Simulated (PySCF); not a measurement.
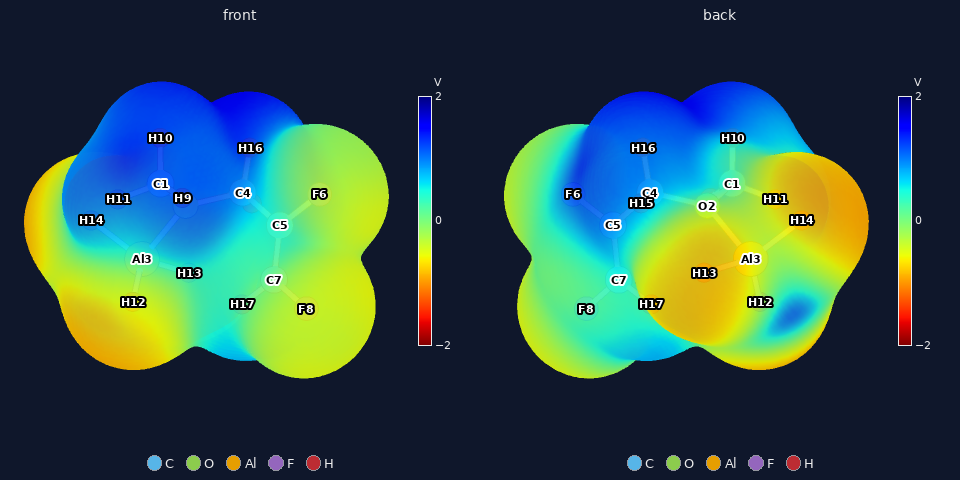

Figure. C4H9AlF2O (SMILES C[O+]([AlH3-])C/C(F)=C/F). The molecular electrostatic potential painted on the density surface at 0.001 e/bohr³, seen from the front and from behind; red is negative and blue positive.

Geometry: GFN2-xTB.

Method: PySCF, PBE0/pcSseg-1, SCF density, gas phase, non-relativistic.

```xyz
17

C     0.9278   -1.2765    0.6894
O     0.6379   -0.3189   -0.3089
Al    1.7684    1.1926   -0.3259
C    -0.5821   -0.5097   -0.9901
C    -1.7696   -0.1325   -0.1454
F    -2.7773   -1.0269   -0.1836
C    -1.8266    0.9726    0.5837
F    -2.8696    1.2966    1.3448
H     0.1438   -1.3030    1.4493
H     1.0543   -2.2680    0.2472
H     1.8652   -0.9556    1.1454
H     1.5425    1.6652    1.1641
H     0.9739    1.9372   -1.4686
H     3.1241    0.4662   -0.6450
H    -0.5209    0.1399   -1.8698
H    -0.6862   -1.5532   -1.3122
H    -1.0125    1.6860    0.6160
```

**Which sites attract a positive test charge, and which a negative one?**

A positive charge is drawn to the negative regions and a negative charge to the positive ones. The most negative region (about −0.9 V) lies over H12 and H14, the most positive (about +1.5 V) over H10 and H16.
